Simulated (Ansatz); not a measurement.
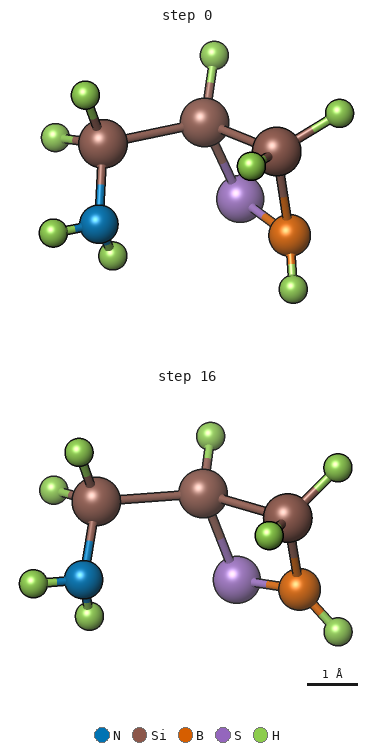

The structure of BSi3NH8S before (top) and after (bottom) a relaxation, at one scale.

Style: ball-and-stick. Shown at a tilt.

The run prepares the start of a later molecular dynamics calculation, from a guessed geometry.

Theory: RKS r2SCANh-D4/STO-3G (Ansatz).

The input:
```yaml
crystal:
  periodic: [false, false, false]
  atoms:
    - { symbol: "N", position_ang: [0.671, -1.9657, -0.6943] }
    - { symbol: Si, position_ang: [1.2705, -1.0692, 0.7232] }
    - { symbol: Si, position_ang: [0.0279, 0.7692, 1.0908] }
    - { symbol: Si, position_ang: [-0.3071, 1.8166, -0.7235] }
    - { symbol: B, position_ang: [-2.1571, 0.9414, -0.7944] }
    - { symbol: S, position_ang: [-2.0141, 0.3461, 1.0578] }
    - { symbol: H, position_ang: [-0.3314, -2.1918, -0.4692] }
    - { symbol: H, position_ang: [1.2065, -2.7892, -0.808] }
    - { symbol: H, position_ang: [1.211, -1.9318, 1.9403] }
    - { symbol: H, position_ang: [2.673, -0.6818, 0.4945] }
    - { symbol: H, position_ang: [0.4546, 1.6213, 2.2527] }
    - { symbol: H, position_ang: [0.5038, 1.3873, -1.8122] }
    - { symbol: H, position_ang: [-0.5345, 3.2858, -0.5402] }
    - { symbol: H, position_ang: [-2.687, 0.4326, -1.6886] }
basis:
  gaussian: { orbitals: STO-3G }
hamiltonian:
  xc: r2scanh
  dispersion: d4
relax:
  f_tol: 0.02
  max_steps: 40
```

Command:
```bash
ansatz run input.yaml --threads 1 --pin off --max-ram 2048MiB --backend cpu --events-out ev --progress --plain --runs-dir out
```

Describe what moved and what it gained.

Over 16 geometry steps the energy falls by 41.3 kcal/mol. Largest force component: 4.1 eV/Å at the start, 0.011 eV/Å at the end. The largest move after the best rigid fit is that of H14, 1.13 Å. Largest moves by element: H 1.13 Å, S 0.46 Å, N 0.33 Å, B 0.27 Å, Si 0.27 Å. Some distances before and after: B5–S6 1.951 → 1.749 Å, Si3–Si4 2.122 → 2.257 Å, Si3–S6 2.086 → 2.192 Å, Si4–B5 2.048 → 1.969 Å. Among the angles between lasting bonds that change: Si4–B5–S6 91.8° → 106.1°, Si2–Si3–Si4 110.5° → 123.8°, B5–Si4–H13 106.6° → 118.3°.

Limits of the set-up: STO-3G is a minimal basis, so the numbers are rough.
